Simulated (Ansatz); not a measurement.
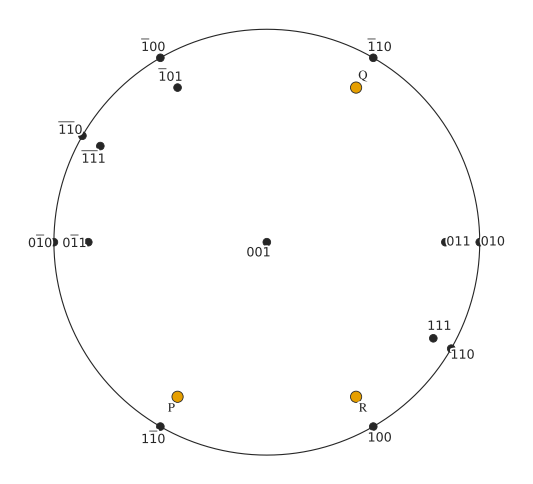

Crystal: SiGe3, the input geometry of an electronic-structure calculation (not necessarily at equilibrium); the starting structure was generated, so it need not be a known form of this composition. Stereographic projection of plane normals (upper hemisphere) centred on (0 0 1). Symmetry computed with spglib at a tolerance of 0.002 Å; standard conventional cell.

a = 3.968 Å, b = 3.968 Å, c = 19.402 Å, α = 90.00°, β = 90.00°, γ = 120.00°.

**Index the poles marked P, Q, R.**

P is (1 −1 1), in four indices (1 −1 0 1), 80.0° from the centre; Q is (−1 1 1), in four indices (−1 1 0 1), 80.0° from the centre; R is (1 0 1), in four indices (1 0 −1 1), 80.0° from the centre.

**What is the angle between the normals of (1 1 1) and (1 1 0), and what are their d_hkl = 1/|g|?**

5.8°; d = 1.974 Å and 1.984 Å.
